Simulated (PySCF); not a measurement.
Single-point calculation of Al2

System: Al2, multiplicity 3.
Method: ROHF/jorge-dzp-dkh (PySCF 2.14.0).

Some settings of this run were made unusual or wrong on purpose.

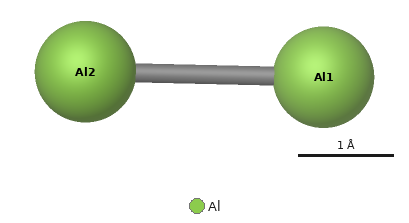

**Figure 1.** The structure as given in the input (ball-and-stick view, seen at a tilt; atoms are numbered from 1 in the order of the input). Sticks mark near contacts.

## Input
```python
from pyscf import gto, scf

mol = gto.M(
    atom='Al 0 0 0; Al 0 0 2.51',
    basis='jorge-dzp-dkh',
    charge=0,
    spin=2,
    verbose=4,
)
mf = scf.ROHF(mol)
mf = mf.sfx2c1e()
mf = scf.addons.smearing_(mf, sigma=0.001, method='fermi')
mf.kernel()
mf.dip_moment()
print('orbital energies (hartree):', mf.mo_energy[..., max(0, mol.nelec[1]-3):mol.nelec[0]+3].round(4))
```

Command:
```bash
OMP_NUM_THREADS=1 python input.py
```

## Log
```
PySCF version 2.14.0

[INPUT] verbose = 4
[INPUT] num. atoms = 2
[INPUT] num. electrons = 26
[INPUT] charge = 0
[INPUT] spin (= nelec alpha-beta = 2S) = 2
[INPUT] symmetry False subgroup None
[INPUT] Mole.unit = angstrom
[INPUT] Symbol           X                Y                Z      unit          X                Y                Z       unit  Magmom
[INPUT]  1 Al     0.000000000000   0.000000000000   0.000000000000 AA    0.000000000000   0.000000000000   0.000000000000 Bohr   0.0
[INPUT]  2 Al     0.000000000000   0.000000000000   2.510000000000 AA    0.000000000000   0.000000000000   4.743212572658 Bohr   0.0

nuclear repulsion = 35.6298600181195
number of shells = 24
number of NR pGTOs = 88
number of NR cGTOs = 48
basis = jorge-dzp-dkh
ecp = {}

******** <class 'pyscf.scf.smearing.SmearingsfX2C1eRHF'> ********
method = SmearingsfX2C1eRHF
initial guess = minao
damping factor = 0
level_shift factor = 0
DIIS = <class 'pyscf.scf.diis.CDIIS'>
diis_start_cycle = 1
diis_space = 8
diis_damp = 0
SCF conv_tol = 1e-09
SCF conv_tol_grad = None
SCF max_cycles = 50
direct_scf = True
direct_scf_tol = 1e-13

******** <class 'pyscf.x2c.sfx2c1e.SpinFreeX2CHelper'> ********
approx = 1e
xuncontract = 1

WARN: Invalid number of electrons 26 for RHF method.

Set gradient conv threshold to 3.16228e-05
Initial guess from minao.
init E= -484.590869791727
    sigma = 0.001  Optimized mu = -0.0460768655889  entropy = 2.77258897603
    Total E(T) = -484.492227656581  Free energy = -484.495000245557  E0 = -484.493613951069
cycle= 1 E= -484.492227656581  delta_E= 0.0986  |g|= 0.0634  |ddm|= 1.06
    sigma = 0.001  Optimized mu = -0.112739697941  entropy = 2.77258872224
    Total E(T) = -484.494077217722  Free energy = -484.496849806444  E0 = -484.495463512083
cycle= 2 E= -484.494077217722  delta_E= -0.00185  |g|= 0.0208  |ddm|= 0.166
    sigma = 0.001  Optimized mu = -0.106035689471  entropy = 2.77258872213
    Total E(T) = -484.494176548335  Free energy = -484.496949137057  E0 = -484.495562842696
cycle= 3 E= -484.494176548335  delta_E= -9.93e-05  |g|= 0.00217  |ddm|= 0.0301
    sigma = 0.001  Optimized mu = -0.106090818553  entropy = 2.77258843538
    Total E(T) = -484.494184113927  Free energy = -484.496956702362  E0 = -484.495570408144
cycle= 4 E= -484.494184113927  delta_E= -7.57e-06  |g|= 0.000402  |ddm|= 0.00992
    sigma = 0.001  Optimized mu = -0.106217622102  entropy = 2.77146645312
    Total E(T) = -484.494236805623  Free energy = -484.497008272076  E0 = -484.495622538849
cycle= 5 E= -484.494236805623  delta_E= -5.27e-05  |g|= 0.000787  |ddm|= 0.0159
    sigma = 0.001  Optimized mu = -0.106219378073  entropy = 2.7511316048
    Total E(T) = -484.495179576222  Free energy = -484.497930707826  E0 = -484.496555142024
cycle= 6 E= -484.495179576222  delta_E= -0.000943  |g|= 0.00343  |ddm|= 0.0523
    sigma = 0.001  Optimized mu = -0.106248658925  entropy = 2.77254080871
    Total E(T) = -484.494186913667  Free energy = -484.496959454476  E0 = -484.495573184072
cycle= 7 E= -484.494186913667  delta_E= 0.000993  |g|= 0.000165  |ddm|= 0.0647
    sigma = 0.001  Optimized mu = -0.106239423062  entropy = 2.77258544838
    Total E(T) = -484.494184840708  Free energy = -484.496957426156  E0 = -484.495571133432
cycle= 8 E= -484.494184840708  delta_E= 2.07e-06  |g|= 4.26e-05  |ddm|= 0.00238
    sigma = 0.001  Optimized mu = -0.106240964138  entropy = 2.77258871965
    Total E(T) = -484.49418468877  Free energy = -484.49695727749  E0 = -484.49557098313
cycle= 9 E= -484.49418468877  delta_E= 1.52e-07  |g|= 1.27e-06  |ddm|= 0.000816
    sigma = 0.001  Optimized mu = -0.1062410127  entropy = 2.77258871998
    Total E(T) = -484.494184688755  Free energy = -484.496957277475  E0 = -484.495570983115
cycle= 10 E= -484.494184688755  delta_E= 1.48e-11  |g|= 1.12e-06  |ddm|= 3.19e-05
    sigma = 0.001  Optimized mu = -0.106241033165  entropy = 2.77258385762
    Total E(T) = -484.494184914615  Free energy = -484.496957498473  E0 = -484.495571206544
```

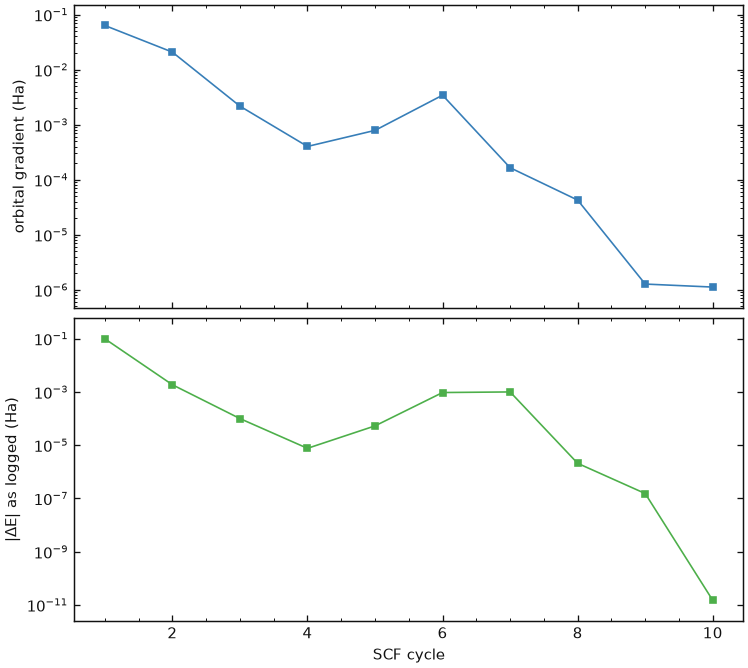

**Figure 2.** Convergence of the self-consistent field: orbital gradient and size of the energy change against the SCF cycle. The residual comes down, with one marked jump up, by a factor of about 4, at step 6.

```
Extra cycle  E= -484.494184914615  delta_E= -2.26e-07  |g|= 5.17e-05  |ddm|= 0.001
converged SCF energy = -484.494184914615
Dipole moment(X, Y, Z, Debye):  0.00000, -0.00000, -0.00000
orbital energies (hartree): [-3.2357 -0.5044 -0.3314 -0.1062 -0.1062 -0.0212  0.0583  0.0583]
```

## Outcome

| quantity | value |
| --- | --- |
| outcome | converged |
| SCF energy | −484.494185 hartree |
| dipole moment | 0.00 D |
| hardware | 1 CPU thread, shared host |
| wall time | 1.5 s |

## What went wrong

Some settings of this run were drawn to be unusual or wrong. It converged; results that depend on the unusual settings are not reference values. Notes on the run: Invalid number of electrons.
